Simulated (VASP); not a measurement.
Band structure of Si2W (space group I4/mmm). Level of theory: PBEsol GGA, VASP's PBE PAW potentials (set 64) (plane waves; VASP).

Unless said otherwise, spin-orbit coupling is left out, though it shifts the bands of the heavy elements here.

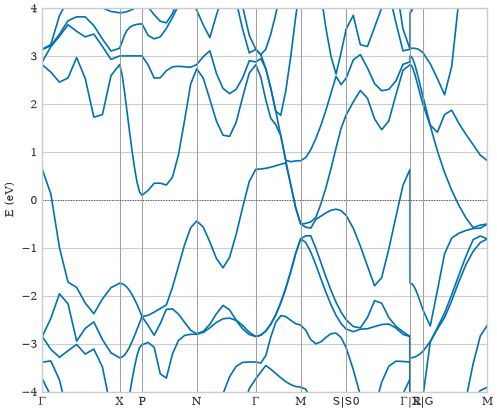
Bands along high-symmetry lines, zero at the valence-band maximum or, without a gap, the Fermi level

**Question.** Read the plot: is there a gap, and where are the band edges?

**Answer.** It has no gap at this level: it comes out as a metal or semimetal. (Edges off the drawn lines would not show.)

The structure comes from a measured Si2W entry (I4/mmm) of the Crystallography Open Database, whose conditions weren't checked. It was relaxed first.
